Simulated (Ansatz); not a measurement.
# LiMgBN2 (I-4m2): phonons and vibrational spectra

How does LiMgBN2 (I-4m2) vibrate, and is this structure a minimum?

Method: DFT PBEsol, scalar-relativistic, plane waves, PAW, in Ansatz 0.2.0.

## (1) Starting point

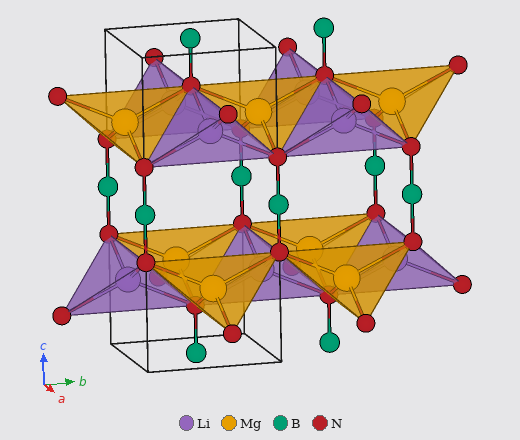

The starting structure, seen slightly off an axis (lithium purple, magnesium orange, boron teal, nitrogen red). 1×2×1 cells are drawn. This picture shows the conventional cell, with its axes. Some periodic images of atoms are drawn too.

## (2) Relaxation

Harmonic phonons are second derivatives at a point where the forces vanish, and they are wanted at zero stress, so atoms and cell are relaxed first.

input.yaml reads:

```yaml
crystal:
  lattice:
    - [-1.909656, 1.909656, 4.443522]
    - [1.909656, -1.909656, 4.443522]
    - [1.909656, 1.909656, -4.443522]
  atoms:
    - { symbol: Li, position: [0.25, 0.75, 0.5] }
    - { symbol: Mg, position: [0.75, 0.25, 0.5] }
    - { symbol: B, position: [0.5, 0.5, 0.0] }
    - { symbol: "N", position: [0.6512635, 0.6512635, 0.0] }
    - { symbol: "N", position: [0.3487365, 0.3487365, 0.0] }
kpoints:
  mp_grid: { grid: [8, 8, 8] }
hamiltonian:
  xc: pbesol
scf:
  occupations: { method: gaussian, width: 0.02 }
output:
  forces: true
  stress: true
  eigenvalues: true
relax:
  adjacent_minimum: "off"
  f_tol: 0.005
  max_steps: 80
  cell: { stress_tol: 0.05 }
```

Started as:

```console
> ansatz run input.yaml --threads 4 --pin off --max-ram 7168MiB --backend cpu --events-out ev --progress --plain --runs-dir out
```

Numbers of over 12 decimals in the logs are rounded to 6 here.

What it wrote:

```text
Engine: ansatz 0.2.0, aarch64-unknown-linux-gnu
Pseudopotentials: kind: paw
Pseudopotential: Li, paw, valence charge 3, recommended cutoff 420 eV (normal), Li.paw.azcp
Pseudopotential: Mg, paw, valence charge 10, recommended cutoff 420 eV (normal), Mg.paw.azcp
Pseudopotential: B, paw, valence charge 3, recommended cutoff 420 eV (normal), B.paw.azcp
Pseudopotential: N, paw, valence charge 5, recommended cutoff 420 eV (normal), N.paw.azcp
Functional definition: PBEsol
  exchange = pbesol_x
  correlation = pbesol_c
Crystal: 5 atoms, lattice volume = 64.818 Å³
Basis set: ecut = 420 eV, 1283 PW (Γ), exchange–correlation on 72×72×72 points (8 copies of the dense FFT grid, shifted against one another)
Bands: 18, of which v1, the nominal top of the filled ones, is band 13 counted from 1 (12 counted from 0)
Symmetry: 8 space group operations
Space group: I-4m2 (ITA 119), of the structure as read, at distance tolerance 4.0e-5 Å
k-points: 59 of 512 (time reversal used)
Non-local potential: Li, projectors of the file, l = 0: 3, l = 1: 2, l = 2: 1
Non-local potential: Mg, projectors of the file, l = 0: 3, l = 1: 2, l = 2: 1
Non-local potential: B, projectors of the file, l = 0: 2, l = 1: 2, l = 2: 1
Non-local potential: N, projectors of the file, l = 0: 2, l = 1: 2, l = 2: 1
PAW form: soft (Blöchl's): semilocal exchange-correlation on the pseudo side does not see the compensation charge
PAW frozen core: Mg, regenerated for the run's functional, and the local potential with it (the file was generated under x = pbe(κ = 0.804, μ = 0.219515), c = pbe(β = 0.066725))
PAW frozen core: B, regenerated for the run's functional, and the local potential with it (the file was generated under x = pbe(κ = 0.804, μ = 0.219515), c = pbe(β = 0.066725))
PAW frozen core: N, regenerated for the run's functional, and the local potential with it (the file was generated under x = pbe(κ = 0.804, μ = 0.219515), c = pbe(β = 0.066725))
PAW one-centre angular grid: Li, 110 points (default); XC on 64 Gauss nodes
PAW one-centre angular grid: Mg, 110 points (default); XC on 64 Gauss nodes
PAW one-centre angular grid: B, 110 points (default); XC on 64 Gauss nodes
PAW one-centre angular grid: N, 110 points (default); XC on 64 Gauss nodes
Initial density: superposition of atomic densities (neutral atoms: chi_scale 0, normalization atom), corrected by the library's trained network
Initial wavefunctions: pseudopotential atomic-orbital guess
Functional: x = pbesol(κ = 0.804, μ = 0.123457), c = pbesol(β = 0.046)
SCF iter   1: F=—  HF=-3029.387057 eV  |F-HF|=—  |Δ(HF+E_count)|=         —  Δρ=8.83e-3  dr2=5.38e-2  ethr=1.77e-3  ⟨swp⟩=6.2  Hψ=5549  notcnv=0
preconditioner: auto → none  [insulator: Δε(μ)=2.305 eV  Ē_g=11.974 eV  σ=0.020 eV  W_gap=1.00  n_scr=14 (ndim 8)  ℏωp=18.4 eV  f_vac=0.112  D(μ)=0.00/eV (n_scr^D=0)  ε∞_Penn≈3.4]
SCF iter   2: F=—  HF=-3029.376150 eV  |F-HF|=—  |Δ(HF+E_count)|=   1.09e-2  Δρ=4.37e-3  dr2=1.20e-2  ethr=2.07e-4  ⟨swp⟩=2.0  Hψ=2191  notcnv=0  defer=59
SCF iter   3: F=—  HF=-3029.373235 eV  |F-HF|=—  |Δ(HF+E_count)|=   2.91e-3  Δρ=7.80e-4  dr2=2.83e-4  ethr=4.61e-5  ⟨swp⟩=2.0  Hψ=1705  notcnv=0  defer=59
SCF iter   4: F=—  HF=-3029.373590 eV  |F-HF|=—  |Δ(HF+E_count)|=   3.55e-4  Δρ=2.79e-4  dr2=4.28e-5  ethr=1.09e-6  ⟨swp⟩=2.0  Hψ=1913  notcnv=0  defer=59
SCF iter   5: F=—  HF=-3029.373731 eV  |F-HF|=—  |Δ(HF+E_count)|=   1.41e-4  Δρ=6.12e-5  dr2=2.50e-6  ethr=1.64e-7  ⟨swp⟩=2.0  Hψ=1840  notcnv=0  defer=59
SCF iter   6: F=-3029.373746 eV  HF=-3029.373746 eV  |F-HF|=3.03e-7  |Δ(HF+E_count)|=   1.46e-5  Δρ=7.61e-6  dr2=5.67e-8  ethr=3.85e-10  ⟨swp⟩=7.9  Hψ=5775  notcnv=0
SCF 1 converged in 6 iterations: F = -3029.373746 eV  dr2 = 5.67e-8
  greatest PAW one-centre occupation: 1.000 electrons in one spin orbital (limit 2), on the Mg atom at site 1 (counted from 0), in its partial waves of l = 0
relax step   1: F+E_penalty+E_count = -3029.37374641 eV  Δ(F+E_penalty+E_count) = +0.000e0 eV  max|allowed force component| = 1.152e-1 eV/Å  Δτ_max = 0.0000 Å  P = -1.832 GPa  Ω = 64.818 Å³  (6 SCF iters, dr2 threshold 1.00e-7 eV, accepted)
Crystal: 5 atoms, lattice volume = 63.997 Å³
Basis set: ecut = 420 eV, 1267 PW (Γ), exchange–correlation on 72×72×72 points (8 copies of the dense FFT grid, shifted against one another)
Initial density: handed on by an earlier stage of this run
Initial wavefunctions: those handed on with the density
iter 1 solved again at ethr=1.29e-5 eV; its pass at ethr=3.10e-3 eV (dr2=3.35e-3 eV) is discarded
SCF iter   1: F=—  HF=-3029.384038 eV  |F-HF|=—  |Δ(HF+E_count)|=         —  Δρ=1.75e-3  dr2=3.17e-3  ethr=1.29e-5  ⟨swp⟩=1.0  Hψ=5266  notcnv=0
preconditioner: auto → none  [insulator: Δε(μ)=2.521 eV  Ē_g=12.149 eV  σ=0.020 eV  W_gap=1.00  n_scr=14 (ndim 8)  ℏωp=18.6 eV  f_vac=0.108  D(μ)=0.00/eV (n_scr^D=0)  ε∞_Penn≈3.3]
SCF iter   2: F=—  HF=-3029.383500 eV  |F-HF|=—  |Δ(HF+E_count)|=   5.37e-4  Δρ=1.30e-3  dr2=9.91e-4  ethr=1.22e-5  ⟨swp⟩=2.0  Hψ=1829  notcnv=0
SCF iter   3: F=—  HF=-3029.383253 eV  |F-HF|=—  |Δ(HF+E_count)|=   2.47e-4  Δρ=2.27e-4  dr2=4.69e-5  ethr=3.81e-6  ⟨swp⟩=2.0  Hψ=1482  notcnv=0
SCF iter   4: F=—  HF=-3029.383262 eV  |F-HF|=—  |Δ(HF+E_count)|=   8.80e-6  Δρ=3.67e-5  dr2=1.09e-6  ethr=1.80e-7  ⟨swp⟩=2.3  Hψ=1444  notcnv=0
SCF iter   5: F=-3029.383263 eV  HF=-3029.383263 eV  |F-HF|=5.30e-10  |Δ(HF+E_count)|=   9.16e-7  Δρ=1.21e-5  dr2=1.02e-7  ethr=1.92e-9  ⟨swp⟩=6.4  Hψ=4623  notcnv=0
SCF 2 converged in 5 iterations: F = -3029.383263 eV  dr2 = 1.02e-7
relax step   2: F+E_penalty+E_count = -3029.38326288 eV  Δ(F+E_penalty+E_count) = -9.516e-3 eV  max|allowed force component| = 5.718e-2 eV/Å  Δτ_max = 0.0031 Å  P = -0.902 GPa  Ω = 63.997 Å³  energy of the carried Pulay correction = +1.621e-3 eV  (5 SCF iters, dr2 threshold 5.00e-7 eV, accepted)
Crystal: 5 atoms, lattice volume = 63.193 Å³
Basis set: ecut = 420 eV, 1259 PW (Γ), exchange–correlation on 72×72×72 points (8 copies of the dense FFT grid, shifted against one another)
iter 1 solved again at ethr=1.21e-5 eV; its pass at ethr=3.10e-3 eV (dr2=3.14e-3 eV) is discarded
SCF iter   1: F=—  HF=-3029.388122 eV  |F-HF|=—  |Δ(HF+E_count)|=         —  Δρ=1.70e-3  dr2=2.93e-3  ethr=1.21e-5  ⟨swp⟩=2.0  Hψ=5897  notcnv=0
preconditioner: auto → none  [insulator: Δε(μ)=2.553 eV  Ē_g=12.207 eV  σ=0.020 eV  W_gap=1.00  n_scr=14 (ndim 8)  ℏωp=18.7 eV  f_vac=0.105  D(μ)=0.00/eV (n_scr^D=0)  ε∞_Penn≈3.3]
SCF iter   2: F=—  HF=-3029.387631 eV  |F-HF|=—  |Δ(HF+E_count)|=   4.91e-4  Δρ=1.26e-3  dr2=9.19e-4  ethr=1.13e-5  ⟨swp⟩=2.0  Hψ=1829  notcnv=0
SCF iter   3: F=—  HF=-3029.387402 eV  |F-HF|=—  |Δ(HF+E_count)|=   2.30e-4  Δρ=2.23e-4  dr2=4.33e-5  ethr=3.54e-6  ⟨swp⟩=2.0  Hψ=1481  notcnv=0
SCF iter   4: F=—  HF=-3029.387410 eV  |F-HF|=—  |Δ(HF+E_count)|=   8.05e-6  Δρ=3.68e-5  dr2=1.06e-6  ethr=1.67e-7  ⟨swp⟩=2.4  Hψ=1448  notcnv=0
SCF iter   5: F=-3029.387410 eV  HF=-3029.387410 eV  |F-HF|=8.98e-10  |Δ(HF+E_count)|=   7.05e-7  Δρ=1.24e-5  dr2=9.92e-8  ethr=1.92e-9  ⟨swp⟩=6.3  Hψ=4540  notcnv=0
SCF 3 converged in 5 iterations: F = -3029.387410 eV  dr2 = 9.92e-8
relax step   3: F+E_penalty+E_count = -3029.38741027 eV  Δ(F+E_penalty+E_count) = -4.147e-3 eV  max|allowed force component| = 8.660e-3 eV/Å  Δτ_max = 0.0017 Å  P = +0.034 GPa  Ω = 63.193 Å³  energy of the carried Pulay correction = +3.227e-3 eV  (5 SCF iters, dr2 threshold 5.00e-7 eV, accepted)
[...]
relax step   4: F+E_penalty+E_count = -3029.38737452 eV  Δ(F+E_penalty+E_count) = +3.575e-5 eV  max|allowed force component| = 3.635e-3 eV/Å  Δτ_max = 0.0006 Å  P = -0.000 GPa  Ω = 63.218 Å³  energy of the carried Pulay correction = +3.177e-3 eV  (5 SCF iters, dr2 threshold 8.17e-9 eV, accepted)
[...]
relax step   5: F+E_penalty+E_count = -3029.38446389 eV  Δ(F+E_penalty+E_count) = +2.911e-3 eV  max|allowed force component| = 3.297e-3 eV/Å  Δτ_max = 0.0000 Å  P = -0.072 GPa  Ω = 63.218 Å³  stress off target by 7.91e-2 GPa  SCF on the basis re-selected at this cell (its energy is not comparable with the rows above)  (6 SCF iters)
[...]
relax step   6: F+E_penalty+E_count = -3029.38458442 eV  Δ(F+E_penalty+E_count) = -1.205e-4 eV  max|allowed force component| = 3.445e-2 eV/Å  Δτ_max = 0.0006 Å  P = +0.065 GPa  Ω = 63.156 Å³  energy of the carried Pulay correction = +1.295e-4 eV  (5 SCF iters, dr2 threshold 1.57e-8 eV, rejected (line search))
[...]
relax step   7: F+E_penalty+E_count = -3029.38453975 eV  Δ(F+E_penalty+E_count) = -7.586e-5 eV  max|allowed force component| = 2.862e-4 eV/Å  Δτ_max = 0.0000 Å  P = -0.025 GPa  Ω = 63.186 Å³  energy of the carried Pulay correction = +6.619e-5 eV  (6 SCF iters, accepted)
iter 1 solved again at ethr=3.29e-8 eV; its pass at ethr=3.10e-3 eV (dr2=8.55e-6 eV) is discarded
SCF iter   1: F=—  HF=-3029.384513 eV  |F-HF|=—  |Δ(HF+E_count)|=         —  Δρ=1.28e-6  dr2=2.16e-10  ethr=3.29e-8  ⟨swp⟩=3.6  Hψ=8526  notcnv=0
eigensolver tolerance schedule: the retry pair's looser diagonalisation over-reported the residual by 39581.69 of it (diagonalisation noise at 0.72 of the residual, at the tolerance the schedule requests for it); recorded, not acted on — ethr = c·dr2/N_el stays at c = 1.0e-1
preconditioner: auto → none  [insulator: Δε(μ)=2.534 eV  Ē_g=12.192 eV  σ=0.020 eV  W_gap=1.00  n_scr=14 (ndim 8)  ℏωp=18.7 eV  f_vac=0.109  D(μ)=0.00/eV (n_scr^D=0)  ε∞_Penn≈3.3]
SCF iter   2: F=—  HF=-3029.384517 eV  |F-HF|=—  |Δ(HF+E_count)|=   3.66e-6  Δρ=6.72e-7  dr2=1.32e-10  ethr=1.00e-12  ⟨swp⟩=3.1  Hψ=2539  notcnv=0
SCF iter   3: F=-3029.384517 eV  HF=-3029.384517 eV  |F-HF|=4.50e-11  |Δ(HF+E_count)|=  1.50e-11  Δρ=4.03e-7  dr2=2.30e-11  ethr=1.00e-12  ⟨swp⟩=3.7  Hψ=4460  notcnv=0
SCF 8 converged in 3 iterations: F = -3029.384517 eV  dr2 = 2.30e-11
relax step   8: F+E_penalty+E_count = -3029.38451692 eV  Δ(F+E_penalty+E_count) = +2.283e-5 eV  max|allowed force component| = 2.688e-4 eV/Å  Δτ_max = 0.0000 Å  P = -0.026 GPa  Ω = 63.186 Å³  stress off target by 2.95e-2 GPa  SCF on the basis re-selected at this cell (its energy is not comparable with the rows above)  (3 SCF iters)
basis re-selected at this cell: Δ(F+E_penalty+E_count) = +2.283e-5 eV, ΔP = -0.001 GPa vs the last step (what re-selecting the basis moved, of the pressure what is left beyond the Pulay correction that the steps carried, after the strain that the cell walked since its last selection, with what the two solves' SCF thresholds leave and, on support functions, any second-order correction that the steps lacked; it is no m [...]
SCF converged after 3 iterations
Free energy (F): -3029.384517 eV
Harris-Foulkes:  -3029.384517 eV  (|F-HF|=4.50e-11)
Internal energy: -3029.384517 eV  (E = F + TS)
E sigma→0 (E₀):  -3029.384517 eV
Fermi energy:    4.467531 eV
--- Per-component energies (eV) ---
  E_band       = -473.851681
  E_kinetic    = 409.726042
  E_local      = -2610.213764  (includes V_loc(G=0)·N_el)
  E_nonlocal   = 167.652261
  E_hartree    = 939.547630
  E_xc         = -190.555097
  E_vxc        = -241.271780  (∫ρ·V_xc dr)
  E_paw        = -621.316666  (= ΣΔE_a)
  E_vpaw       = -78.839793  (= ΣTr[D̂ρ^β])
  E_aug_tail   = 0.000221  (compensation charges beyond the density's cutoff)
  E_ewald      = -1124.354915
  E_core_change = 0.129771  (= ΣΔE_core)
  E_smearing   = -0.000000  (= −TS)
  E_closure    = -0.000000  (closes the sum)
  Σ components = -3029.384517   (vs F -3029.384517, Δ=0.00e0)
--- Forces (eV/Å), atoms counted from 1 ---
  atom   1  Li     0.00000000     0.00000000     0.00000000
  atom   2  Mg    -0.00000000     0.00000000     0.00000000
  atom   3  B     -0.00000000     0.00000000     0.00000000
  atom   4  N      0.00000000     0.00000000    -0.00026881
  atom   5  N     -0.00000000     0.00000000     0.00026881
  max |Σ_I F_I| component: 1.73e-17 eV/Å
--- Stress (GPa, compression-positive) ---
       -0.029468       0.000000      -0.000000
        0.000000      -0.029468       0.000000
       -0.000000       0.000000      -0.017708
  P = ⅓ Tr σ = -0.0255 GPa (-0.255 kbar)
--- Band table (eV; the first three rows and the last of 59) ---
  k-point 0: bands = [... 9 lower, 1.0774, 1.0774, 1.7942, 1.7942, 5.7343, 9.1859, 11.0687, 11.0687, ... 1 higher]
  k-point 1: bands = [... 9 lower, 0.7265, 0.9436, 1.7013, 2.0820, 6.4266, 9.6385, 10.5008, 10.5571, ... 1 higher]
  k-point 2: bands = [... 9 lower, 0.1205, 0.6116, 1.4914, 2.4569, 7.6212, 9.9711, 10.0289, 10.9515, ... 1 higher]
  k-point 58: bands = [... 9 lower, 0.2524, 0.2524, 3.2007, 3.2007, 6.6466, 9.6363, 9.7592, 9.7592, ... 1 higher]
--- Relaxed structure (6 steps of the walk, 5 accepted, 2 SCFs on fresh bases) ---
  F+E_penalty+E_count = -3029.38451692 eV   max|allowed force component| = 2.688e-4 eV/Å   (the final SCF, on the basis selected at the relaxed cell)
  cell:  # Å, volume = 63.1859 Å³
    - [-1.889582, 1.889582, 4.424136]
    - [1.889582, -1.889582, 4.424136]
    - [1.889582, 1.889582, -4.424136]
  atoms:
    - { symbol: Li, position: [0.250000, 0.750000, 0.500000] }
    - { symbol: Mg, position: [0.750000, 0.250000, 0.500000] }
    - { symbol: B, position: [0.500000, 0.500000, 0] }
    - { symbol: N, position: [0.651741, 0.651741, 0] }
    - { symbol: N, position: [0.348259, 0.348259, 0] }
```

Run time: 33 s. Hardware: 4 threads of Arm Neoverse N1, shared host; peak memory 0.46 GiB; 2 min of CPU time.

Relaxation path:

| step | energy less that of the first step (eV) | largest force component (eV/Å) | pressure (GPa) | volume (Å³) |
| --- | --- | --- | --- | --- |
| 1 | 0.0000 | 0.1152 | -1.83 | 64.82 |
| 2 | -0.0095 | 0.0572 | -0.90 | 64.00 |
| 3 | -0.0137 | 0.0087 | 0.03 | 63.19 |
| 4 | -0.0136 | 0.0036 | 0.00 | 63.22 |
| 5* | -0.0107 | 0.0033 | -0.07 | 63.22 |
| 6 | -0.0108 | 0.0345 | 0.06 | 63.16 |
| 7 | -0.0108 | 0.0003 | -0.03 | 63.19 |
| 8* | -0.0108 | 0.0003 | -0.03 | 63.19 |

Relaxation steps marked * repeat the geometry before them on a plane-wave basis chosen anew for their cell, so energy and pressure can jump there. Relaxation step 6 was tried and not accepted.

The run keeps the 8 symmetry operations that it works with, so distortions that break them were not tested.

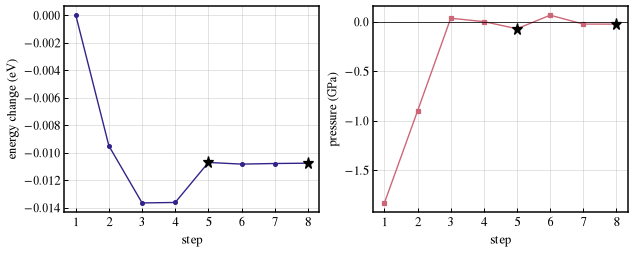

Energy and pressure along the relaxation. Stars mark steps on a basis chosen anew.

| conventional cell, symmetrised | before | after | change |
| --- | --- | --- | --- |
| a (Å) | 3.819 | 3.779 | -1.1 % |
| b (Å) | 3.819 | 3.779 | -1.1 % |
| c (Å) | 8.887 | 8.848 | -0.4 % |
| volume (Å³/atom) | 12.96 | 12.64 | -2.5 % |

The relaxed structure:

```cif
data_structure
_symmetry_space_group_name_H-M 'P 1'
_symmetry_Int_Tables_number 1
_cell_length_a 5.1686
_cell_length_b 5.1686
_cell_length_c 5.1686
_cell_angle_alpha 137.112
_cell_angle_beta 137.112
_cell_angle_gamma 62.266
_cell_volume 63.19
loop_
_atom_site_label
_atom_site_type_symbol
_atom_site_fract_x
_atom_site_fract_y
_atom_site_fract_z
_atom_site_occupancy
Li1 Li 0.25000 0.75000 0.50000 1
Mg2 Mg 0.75000 0.25000 0.50000 1
B3 B 0.50000 0.50000 0.00000 1
N4 N 0.65174 0.65174 0.00000 1
N5 N 0.34826 0.34826 0.00000 1
```

This step gave:

- pressure: -0.02555 GPa
- gap on the k-mesh: 2.534 eV
- volume per atom: 12.64 Å³
- direct gap on mesh: 3.446 eV

In this step the volume went from 12.96 to 12.64 Å³/atom.

## (3) Tight relaxation

Phonons need a cell at rest on their own settings, so the relaxation is repeated with tight tolerances on forces and stress on the k mesh and occupations of the first response run.

input.yaml reads:

```yaml
crystal:
  lattice:
    - [-1.8895818247, 1.8895818247, 4.4241361896]
    - [1.8895818247, -1.8895818247, 4.4241361896]
    - [1.8895818247, 1.8895818247, -4.4241361896]
  atoms:
    - { symbol: Li, position: [0.25, 0.75, 0.5] }
    - { symbol: Mg, position: [0.75, 0.25, 0.5] }
    - { symbol: B, position: [0.5, 0.5, 0.0] }
    - { symbol: "N", position: [0.6517414792, 0.6517414792, 0.0] }
    - { symbol: "N", position: [0.3482585208, 0.3482585208, 0.0] }
kpoints:
  mp_grid: { grid: [8, 8, 8] }
hamiltonian:
  xc: pbesol
scf:
  occupations: { method: fixed }
output:
  forces: true
  stress: true
  eigenvalues: true
  write_density: true
  write_potential: true
  elf: true
  volumetric_format: npy
relax:
  adjacent_minimum: "off"
  f_tol: 0.001
  max_steps: 60
  cell: { stress_tol: 0.01 }
```

What it wrote:

```text
[...]
Crystal: 5 atoms, lattice volume = 63.186 Å³
Basis set: ecut = 420 eV, 1259 PW (Γ), exchange–correlation on 72×72×72 points (8 copies of the dense FFT grid, shifted against one another)
Bands: 18, of which v1, the nominal top of the filled ones, is band 13 counted from 1 (12 counted from 0)
Symmetry: 8 space group operations
[...]
k-points: 59 of 512 (time reversal used)
[...]
cell:  # Å, volume = 63.1648 Å³
    - [-1.889228, 1.889228, 4.424320]
    - [1.889228, -1.889228, 4.424320]
    - [1.889228, 1.889228, -4.424320]
  atoms:
    - { symbol: Li, position: [0.250000, 0.75, 0.5] }
    - { symbol: Mg, position: [0.75, 0.250000, 0.5] }
    - { symbol: B, position: [0.500000, 0.500000, 0] }
    - { symbol: N, position: [0.651730, 0.651730, 0] }
    - { symbol: N, position: [0.348270, 0.348270, 0] }
[key lines of the parts left out:]
SCF converged after 5 iterations
Free energy (F): -3029.384505 eV
Fermi energy:    3.202863 eV
P = ⅓ Tr σ = -0.0002 GPa (-0.002 kbar)
```

Elapsed: 17 s, on 4 threads; peak memory 0.44 GiB.

Little changed from the start: no atom moved by 0.005 Å and no cell edge by 0.1 %.

Numbers from this step:

```
pressure           : -1.60e-4 GPa
gap on the k-mesh  : 2.535 eV
volume per atom    : 12.63 Å³
direct gap on mesh : 3.447 eV
```

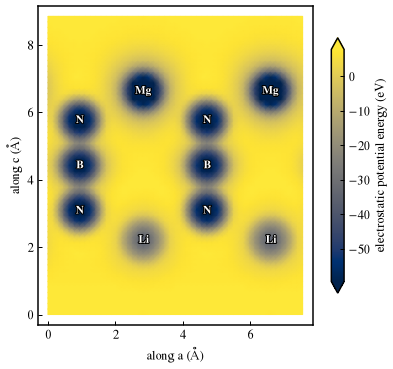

Electrostatic potential energy in the ac plane of the conventional cell at fractional y = 0.000, with atoms of Li and Mg and B and N within 0.2 Å of it. With pseudopotentials it is smooth inside the atoms' cores, unlike the true potential. The map starts off the cell's origin, so that atoms lie inside it.

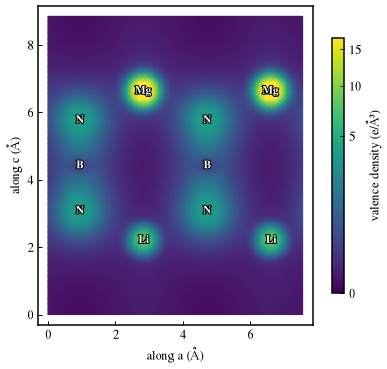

Valence density in the ac plane of the conventional cell at fractional y = 0.000, with atoms of Li and Mg and B and N within 0.2 Å of it. It is the smooth field of the valence electrons, not physical close to the nuclei. The map starts off the cell's origin, so that atoms lie inside it. The colour scale is stretched toward low values.

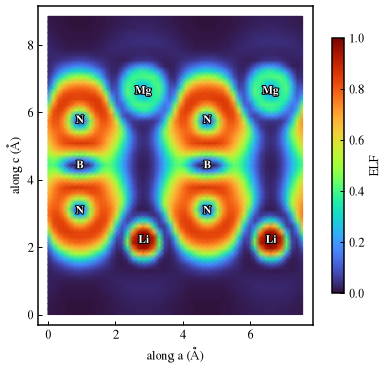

ELF in the ac plane of the conventional cell at fractional y = 0.000, with atoms of Li and Mg and B and N within 0.2 Å of it. It is the smooth field of the valence electrons, not physical close to the nuclei. The map starts off the cell's origin, so that atoms lie inside it.

The largest force component left is 0.074 meV/Å and the pressure is 0.000 GPa, within the tolerances set. The cell now holds 12.63 Å³/atom.

(Part 1 of 2 ends here.)

[Logs are printed without paths, hosts, clocks, repeated set-up lines and the standing remarks that a program may print on its own settings, such as how far it seeks lower states.]

[Hosts, paths, dates, database ids (printed as entryN), source tags and the programs' standing remarks are cut or masked in the printed files.]
